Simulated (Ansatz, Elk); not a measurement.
## Bonding as seen by X-rays: Ca3RuS4

Structure refinements treat a crystal as free atoms side by side. For a made-up structure of Ca3RuS4 (cell and positions from a PBE relaxation) the runs below show what the calculated density changes in F(hkl).

Method: DFT, PBE, all-electron APW+lo, Dirac cores, scalar-relativistic bands, static density, no spin, in Elk 11.2.3 (patched build).

The structure was built from a prototype and need not be the compound's stable phase.

## Step 1: Set-up

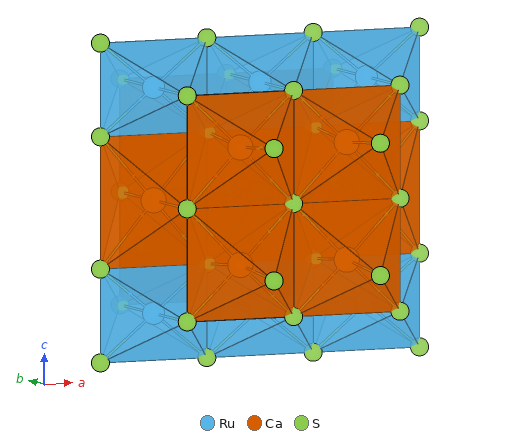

The starting structure, seen slightly off an axis (ruthenium blue, calcium orange, sulfur green). 2×1×1 cells are drawn. Some periodic images of atoms are drawn too.

## Step 2: Ground state and structure factors

An all-electron density is needed, since X-rays see the cores too. Task 0 finds the density and task 195 Fourier-transforms it; tshift is off so that phases refer to the origin typed.

File elk.in:

```
tasks
  0
  195

xctype
  20

spinpol
  .false.

rgkmax
  7.0

gmaxvr
  14.0

lmaxo
  7

lmaxapw
  8

swidth
  0.002

tshift
  .false.

ramdisk
  .false.

hmaxvr
  5.5

maxscl
  120

epspot
  1e-06

sppath
  './'

avec
  7.36140431271 -0.00000000000 -0.00000000000
  -0.00000000000 10.46251522886 0.00000000000
  -0.00000000000 0.00000000000 14.38689371093

atoms
  3
  'Ru.in'
  1
  -0.0000000000 0.5000000000 -0.0000000000   0.000000 0.000000 0.000000
  'Ca.in'
  3
  0.5000000000 -0.0000000000 0.7599311918   0.000000 0.000000 0.000000
  0.0000000000 0.5000000000 0.5000000000   0.000000 0.000000 0.000000
  0.5000000000 -0.0000000000 0.2400688082   0.000000 0.000000 0.000000
  'S.in'
  4
  0.5000000000 0.5000000000 0.2072715853   0.000000 0.000000 0.000000
  0.0000000000 0.0000000000 -0.0000000000   0.000000 0.000000 0.000000
  0.5000000000 0.5000000000 0.7927284147   0.000000 0.000000 0.000000
  -0.0000000000 0.0000000000 0.5000000000   0.000000 0.000000 0.000000

ngridk
  6 4 3
```

Command:

```
> OMP_NUM_THREADS=4 elk
```

Numbers of over 12 decimals in the logs are rounded to 6 here.

Log:

```text
┌─────────────────────────┐
│ Elk code version 11.2.3 │
└─────────────────────────┘

All units are atomic (Hartree, Bohr, etc.)

┌─────────────────────────────────────────────────┐
│ Ground-state run starting from atomic densities │
└─────────────────────────────────────────────────┘

Lattice vectors :
   7.361404313      -0.000000000      -0.000000000
  -0.000000000       10.46251523       0.000000000
  -0.000000000       0.000000000       14.38689371

Reciprocal lattice vectors :
  0.8535307993       0.000000000       0.000000000
   0.000000000      0.6005425244       0.000000000
   0.000000000       0.000000000      0.4367298065

Unit cell volume      :    1108.061357
Brillouin zone volume :   0.2238596372

Muffin-tin inner radius fraction :   0.1000000000E-01

Nuclei treated as point charges

Species : 1 (Ru)
 parameters loaded from : Ru.in
 name : ruthenium
 nuclear charge    :   -44.00000000
 electronic charge :    44.00000000
 atomic mass :    184239.3393
 muffin-tin radius :    2.538831069
 number of radial points in muffin-tin :   1193
 inner part over the whole radius :   0.9899307285E-02
 number on inner part of muffin-tin    :    848
 approximate nuclear radius :   0.8462081736E-04
 number of mesh points to nuclear radius :    422
 atomic positions (lattice), magnetic fields (Cartesian) :
  1 :   0.00000000  0.50000000  0.00000000    0.00000000  0.00000000  0.00000000

Species : 2 (Ca)
 parameters loaded from : Ca.in
 name : calcium
 nuclear charge    :   -20.00000000
 electronic charge :    20.00000000
 atomic mass :    73057.72475
 muffin-tin radius :    2.400000000
 number of radial points in muffin-tin :    993
 inner part over the whole radius :   0.9970789793E-02
 number on inner part of muffin-tin    :    698
 approximate nuclear radius :   0.6614485811E-04
 number of mesh points to nuclear radius :    321
 atomic positions (lattice), magnetic fields (Cartesian) :
  1 :   0.50000000  0.00000000 -0.24006881    0.00000000  0.00000000  0.00000000
  2 :   0.00000000  0.50000000  0.50000000    0.00000000  0.00000000  0.00000000
  3 :   0.50000000  0.00000000  0.24006881    0.00000000  0.00000000  0.00000000

Species : 3 (S)
 parameters loaded from : S.in
 name : sulphur
 nuclear charge    :   -16.00000000
 electronic charge :    16.00000000
 atomic mass :    58450.91931
 muffin-tin radius :    2.148241674
 number of radial points in muffin-tin :    793
 inner part over the whole radius :   0.9961869774E-02
 number on inner part of muffin-tin    :    554
 approximate nuclear radius :   0.6195814986E-04
 number of mesh points to nuclear radius :    251
 atomic positions (lattice), magnetic fields (Cartesian) :
  1 :   0.50000000  0.50000000  0.20727159    0.00000000  0.00000000  0.00000000
  2 :   0.00000000  0.00000000  0.00000000    0.00000000  0.00000000  0.00000000
  3 :   0.50000000  0.50000000 -0.20727159    0.00000000  0.00000000  0.00000000
  4 :   0.00000000  0.00000000  0.50000000    0.00000000  0.00000000  0.00000000

Total number of atoms per unit cell :    8
Total muffin-tin volume :    408.3756097
 ratio of muffin-tin to unit cell volume :   0.3685496358

Spin treatment :
 spin-unpolarised

Number of Bravais lattice symmetries :    8
Number of crystal symmetries         :    8
Crystal has inversion symmetry
Real symmetric eigensolver will be used

k-point grid :      6     4     3
k-point offset :    0.000000000       0.000000000       0.000000000
k-point set is reduced with full crystal symmetry group
Total number of k-points :       24

Muffin-tin radius times maximum |G+k| :    7.000000000
 using average radius
Maximum |G+k| for APW functions       :    3.054801319
Maximum (1/2)|G+k|²                   :    4.665905551
Maximum |G| for potential and density :    14.00000000
Constant for pseudocharge density :    9
 order of it for each species :   16  16  16
 order of it for pair densities of each species (exact exchange by exxq0 0: 17) :   12  11   8
Radial integration step length :    1

[...]
exchange                    :     -337.61458515602
 correlation                 :     -7.317578
 electron entropic           :    -0.10823883251851E-02
 total energy                :     -8171.8565298773

Density of states at Fermi energy :    80.51254968
 (states/Hartree/unit cell)

Estimated indirect band gap :   0.1931276605E-03
 from k-point 4 to k-point 16
Estimated direct band gap   :   0.1006501064E-01
 at k-point 13

Charges :
 core                        :    98.00000000
 valence                     :    70.00000000
 interstitial                :    13.17811017
 muffin-tins (core leakage)
  species : 1 (Ru)
[...]
species : 2 (Ca)
[...]
species : 3 (S)
[...]
total in muffin-tins        :    154.8218898
 total calculated charge     :    167.9996137
 total charge                :    168.0000000
 error                       :   0.3863458891E-03

RMS change in Kohn-Sham potential (target) :   0.4140115994     (  0.1000000000E-05)
Absolute change in total energy (target)   :   0.4335683991     (  0.1000000000E-03)

[... loops 3 to 15 left out ...]

┌──────────────────┐
│ Loop number : 16 │
└──────────────────┘

Energies :
 Fermi                       :     0.221169
 sum of occupied eigenvalues :     -4782.7456010872
 electron kinetic            :      8375.9410054493
 core electron kinetic       :      8057.6051656144
 Coulomb                     :     -16200.982204033
 Coulomb potential           :     -12710.715219870
 nuclear-nuclear             :     -1005.3271329401
 electron-nuclear            :     -17704.270968010
 Hartree                     :      2508.6158969174
 Madelung                    :     -9845.6245940977
 xc potential                :     -447.97138666628
 exchange                    :     -337.88418957331
 correlation                 :     -7.327388
 electron entropic           :    -0.16144661060125E-02
 total energy                :     -8170.2543908538

Density of states at Fermi energy :    122.8138866
 (states/Hartree/unit cell)

Estimated indirect band gap :   0.4485849579E-03
 from k-point 17 to k-point 10
Estimated direct band gap   :   0.7073358500E-02
 at k-point 13

Charges :
 core                        :    98.00000000
 valence                     :    70.00000000
 interstitial                :    13.01675123
 muffin-tins (core leakage)
  species : 1 (Ru)
[...]
species : 2 (Ca)
[...]
species : 3 (S)
[...]
total in muffin-tins        :    154.9832488
 total calculated charge     :    167.9996510
 total charge                :    168.0000000
 error                       :   0.3489898604E-03

RMS change in Kohn-Sham potential (target) :   0.9232604958E-06 (  0.1000000000E-05)
Absolute change in total energy (target)   :   0.5001895079E-04 (  0.1000000000E-03)

Convergence targets achieved

┌──────────────────┐
│ Loop number : 17 │
└──────────────────┘

Energies :
 Fermi                       :     0.221169
 sum of occupied eigenvalues :     -4782.7455584976
 electron kinetic            :      8375.9410378593
 core electron kinetic       :      8057.6051925771
 Coulomb                     :     -16200.982183483
 Coulomb potential           :     -12710.715231115
 nuclear-nuclear             :     -1005.3271329401
 electron-nuclear            :     -17704.270913788
 Hartree                     :      2508.6158632451
 Madelung                    :     -9845.6245679256
 xc potential                :     -447.97136524188
 exchange                    :     -337.88418816973
 correlation                 :     -7.327388
 electron entropic           :    -0.16144634690963E-02
 total energy                :     -8170.2543365926

Density of states at Fermi energy :    122.8136702
 (states/Hartree/unit cell)

Estimated indirect band gap :   0.4485610190E-03
 from k-point 17 to k-point 10
Estimated direct band gap   :   0.7073423166E-02
 at k-point 13

Charges :
 core                        :    98.00000000
 valence                     :    70.00000000
 interstitial                :    13.01675134
 muffin-tins (core leakage)
  species : 1 (Ru)
[...]
species : 2 (Ca)
[...]
species : 3 (S)
[...]
atom 2                    :    14.42698179     (  0.9976578643E-04)
   atom 3                    :    14.40313089     (  0.9893445079E-04)
   atom 4                    :    14.46603655     (  0.1005005606E-03)
 total in muffin-tins        :    154.9832487
 total calculated charge     :    167.9996510
 total charge                :    168.0000000
 error                       :   0.3489908405E-03

┌──────────────────────────────┐
│ Self-consistent loop stopped │
└──────────────────────────────┘

Warning : core states of species 3 leak from the muffin-tin :   0.1005005606E-03

Wrote STATE.OUT
```

Wall time 59 s (4 threads of Intel Xeon Platinum 8375C at 2.90GHz (Ice Lake), shared host); peak memory 0.29 GiB.

SFACRHO.OUT:

```text

h k l indices transformed by vhmat matrix:
   1.000000000       0.000000000       0.000000000    
   0.000000000       1.000000000       0.000000000    
   0.000000000       0.000000000       1.000000000    

      h      k      l  multipl.   |H|            Re(F)            Im(F)           |F|

      0      0      0      1   0.0000000       168.00000     -0.17629175E-15   168.00000    
      0      0      1      2  0.43672981       34.247886      0.71597885E-14   34.247886    
      0      1      0      2  0.60054252      -23.205507      0.45255814E-13   23.205507    
      0     -1     -1      4  0.74255252      -28.356858     -0.70973772E-14   28.356858    
     -1      0      0      2  0.85353080       22.631982     -0.71250478E-14   22.631982    
      0      0      2      2  0.87345961       26.515380     -0.16125960E-13   26.515380    
      1      0      1      4  0.95877409       13.327505      0.51700324E-14   13.327505    
     -1      1      0      4   1.0436312      -34.081604      0.17754462E-13   34.081604    
      0      1     -2      4   1.0599920      -37.279292      0.21812673E-13   37.279292    
     -1      1      1      8   1.1313262      -17.035500      0.12775497E-14   17.035500    
      0      2      0      2   1.2010850       128.04868     -0.82676159E-13   128.04868    
      1      0     -2      4   1.2212479       123.80760     -0.70987055E-14   123.80760    
      0      2     -1      4   1.2780212       28.675217     -0.30085373E-13   28.675217    
      0      0     -3      2   1.3101894      -1.0734362     -0.56930424E-14   1.0734362    
      1     -1      2      8   1.3609180      -17.547154     -0.20750991E-13   17.547154    
      0     -1      3      4   1.4412660      -9.8764379     -0.13601607E-13   9.8764379    
     -1      2      0      4   1.4734721       20.061741     -0.36531786E-13   20.061741    
      0      2      2      4   1.4851050       23.195602     -0.62971215E-13   23.195602
```

Elk indexes on the primitive cell of elk.in and gives |H| = 4π sin θ/λ in inverse bohr. Below, one row stands for each form hkl of the conventional cell (m members, Friedel mates merged), F is for one primitive cell and the density is static (no thermal factor). Free-atom factors are Waasmaier and Kirfel's, and R is Σm||F|−|F'||/Σm|F|.

```
hkl  m  sin θ/λ (Å⁻¹)  abs F, DFT  neutral atoms   diff.
001  2          0.066      34.248         34.230  +0.018
010  2          0.090      23.206         23.602  -0.397
011  4          0.112      28.357         28.422  -0.065
100  2          0.128      22.632         22.816  -0.184
002  2          0.131      26.515         26.702  -0.187
101  4          0.144      13.328         13.642  -0.315
110  4          0.157      34.082         34.660  -0.579
012  4          0.159      37.279         37.827  -0.547
111  8          0.170      17.035         17.202  -0.166
020  2          0.181     128.049        127.316  +0.733
102  4          0.184     123.808        123.053  +0.755
021  4          0.192      28.675         28.828  -0.153
003  2          0.197       1.073          0.622  +0.451
112  8          0.205      17.547         17.777  -0.230
```

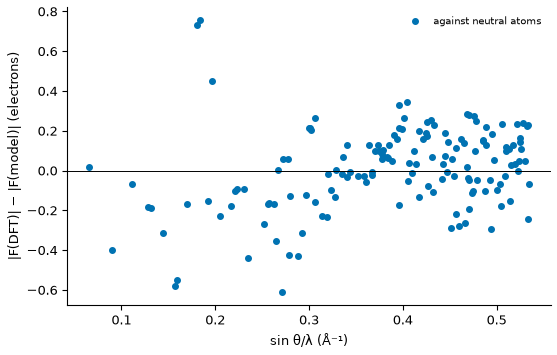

Difference between the calculated structure factors and the independent-atom ones.

## Step 3: The highest occupied states alone

An energy window below the Fermi level keeps the highest occupied states, to see at which angles they scatter; shallow core shells can lie inside it and anion s states outside. No new self-consistency is needed.

Edit elk.in of step 2 so:

```diff
@@ -1,3 +1,2 @@
 tasks
-  0
   195
@@ -40,2 +39,5 @@
 
+wsfac
+  -0.330070 0.521170
+
 sppath
```

Command:

```
> OMP_NUM_THREADS=4 elk
```

Log:

```text
┌─────────────────────────────────┐
│ Elk code version 11.2.3 started │
└─────────────────────────────────┘

Info(readinput): the functional depends on the density's gradient
 muffin-tin radial points multiplied by    2.00000
 (not where nrmtscf is given)

┌────────────────────┐
│ Current task : 195 │
└────────────────────┘
Info(checkmt): changed muffin-tin radius of species 1 (Ru) from   2.6000 to   2.5388
Info(checkmt): changed muffin-tin radius of species 3 (S) from   2.2000 to   2.1482

Info(sfacrho): density structure factors written to SFACRHO.OUT

 Energy window :  -0.3300700000      0.5211700000

┌──────────────────┐
│ Elk code stopped │
└──────────────────┘
```

Elapsed: 17 s, on 4 threads; peak memory 0.21 GiB; 20 s of CPU time.

States within 15 eV below the Fermi level hold 38.00 electrons; any levels below the window count with the cores. Their amplitudes can exceed the total, where window and core parts have opposite phase:

```
hkl  sin θ/λ (Å⁻¹)  abs F, window  abs F, all
001          0.066          8.742      34.248
010          0.090          5.098      23.206
011          0.112          7.126      28.357
100          0.128          4.450      22.632
002          0.131          5.335      26.515
101          0.144          2.353      13.328
110          0.157          7.357      34.082
012          0.159          6.407      37.279
111          0.170          2.178      17.035
020          0.181         12.492     128.049
```

## Step 4: Another functional

The difference from free atoms is small, so it is set against the change that PBEsol makes.

Edit elk.in of step 3 so:

```diff
@@ -1,2 +1,3 @@
 tasks
+  0
   195
@@ -4,3 +5,3 @@
 xctype
-  20
+  22
 
@@ -39,5 +40,2 @@
 
-wsfac
-  -0.330070 0.521170
-
 sppath
```

Command:

```
> OMP_NUM_THREADS=4 elk
```

Log:

```text
┌─────────────────────────┐
│ Elk code version 11.2.3 │
└─────────────────────────┘

All units are atomic (Hartree, Bohr, etc.)

┌─────────────────────────────────────────────────┐
│ Ground-state run starting from atomic densities │
└─────────────────────────────────────────────────┘

Lattice vectors :
   7.361404313      -0.000000000      -0.000000000
  -0.000000000       10.46251523       0.000000000
  -0.000000000       0.000000000       14.38689371

Reciprocal lattice vectors :
  0.8535307993       0.000000000       0.000000000
[...]
species : 1 (Ru)
[...]
species : 2 (Ca)
[...]
species : 3 (S)
[...]
atom 3                    :    14.37676986     (  0.9963825350E-04)
   atom 4                    :    14.43877767     (  0.1011913875E-03)
 total in muffin-tins        :    154.8836786
 total calculated charge     :    167.9996498
 total charge                :    168.0000000
 error                       :   0.3502141216E-03

┌──────────────────────────────┐
│ Self-consistent loop stopped │
└──────────────────────────────┘

Warning : core states of species 3 leak from the muffin-tin :   0.1011913875E-03

Wrote STATE.OUT
[key lines of the parts left out:]
total energy                :     -8162.9092285697
```

It took 52 s on 4 threads; peak memory 0.29 GiB.

Against the first run R = 0.03 %; the largest change is -0.114 at 020.

## Step 5: Basis size

The basis and the expansions that go with it are enlarged, to see whether the differences are converged.

Edit elk.in of step 4 so:

```diff
@@ -5,3 +5,3 @@
 xctype
-  22
+  20
 
@@ -11,12 +11,12 @@
 rgkmax
-  7.0
+  8.5
 
 gmaxvr
-  14.0
+  18.0
 
 lmaxo
-  7
+  9
 
 lmaxapw
-  8
+  10
```

Command:

```
> OMP_NUM_THREADS=4 elk
```

Log:

```text
┌─────────────────────────┐
│ Elk code version 11.2.3 │
└─────────────────────────┘

All units are atomic (Hartree, Bohr, etc.)

┌─────────────────────────────────────────────────┐
│ Ground-state run starting from atomic densities │
└─────────────────────────────────────────────────┘

Lattice vectors :
   7.361404313      -0.000000000      -0.000000000
  -0.000000000       10.46251523       0.000000000
  -0.000000000       0.000000000       14.38689371

Reciprocal lattice vectors :
  0.8535307993       0.000000000       0.000000000
[...]
species : 1 (Ru)
[...]
species : 2 (Ca)
[...]
species : 3 (S)
[...]
atom 3                    :    14.40713673     (  0.9901621091E-04)
   atom 4                    :    14.47008789     (  0.1005784241E-03)
 total in muffin-tins        :    154.9989293
 total calculated charge     :    167.9995157
 total charge                :    168.0000000
 error                       :   0.4842822575E-03

┌──────────────────────────────┐
│ Self-consistent loop stopped │
└──────────────────────────────┘

Warning : core states of species 3 leak from the muffin-tin :   0.1005784241E-03

Wrote STATE.OUT
[key lines of the parts left out:]
total energy                :     -8170.2666102647
```

It took 2.5 min on 4 threads; peak memory 0.61 GiB; 7 min of CPU time.

Against the first run R = 0.01 %; the largest change is +0.013 at 040.

## Step 6: Settings against the effect

```
                              run  R against the first run (%)  R against neutral atoms, low angle (%)  wall time
                    PBE, rgkmax 7                         0.00                                    0.73       59 s
                           PBEsol                         0.03                                    0.72       52 s
rgkmax 8.5 with larger expansions                         0.01                                    0.72    2.5 min
```

## Step 7: Outcome

```yaml
r_against_neutral_atoms_sin_theta_lambda_0p3_a_minus1: 0.73 %
r_against_neutral_atoms_0p3_to_0p53_a_minus1: 0.52 %
```

What this shows: Independent neutral atoms miss the calculated amplitudes by R = 0.73 % below 0.3 Å⁻¹ and 0.52 % from there to 0.53 Å⁻¹; by shells, 0.81 % below 0.15 Å⁻¹ (6 forms), 0.72 % 0.15 to 0.3 (28 forms), 0.44 % 0.3 to 0.45 (61 forms), 0.64 % above 0.45 (54 forms). Bonding, aspherical density and the tables' own atoms all enter these figures, and the runs don't part them. The largest change of an amplitude is +0.76 electrons, at 102. Weak lines can change much in proportion: 003 goes from 0.62 to 1.07. The window's part falls from 38.0 electrons at the origin to at most 0.67 between 0.45 and 0.53 Å⁻¹. Below 0.3 Å⁻¹ the changes that finished (PBEsol and rgkmax 8.5 with larger expansions) move F by R = 0.05 % at most, against the 0.73 % that separates it from free atoms. The k-mesh has no finished test. These runs have no spin, though d or f shells may be open. Part of the difference isn't bonding: the tables are fits to free atoms and ions calculated by other methods than this functional. Thermal motion, anomalous dispersion and extinction are left out.

[Logs are printed without paths, hosts, clocks, repeated set-up lines and the standing remarks that a program may print on its own settings, such as how far it seeks lower states.]

[Hosts, paths, dates, database ids (printed as entryN), source tags and the programs' standing remarks are cut or masked in the printed files.]
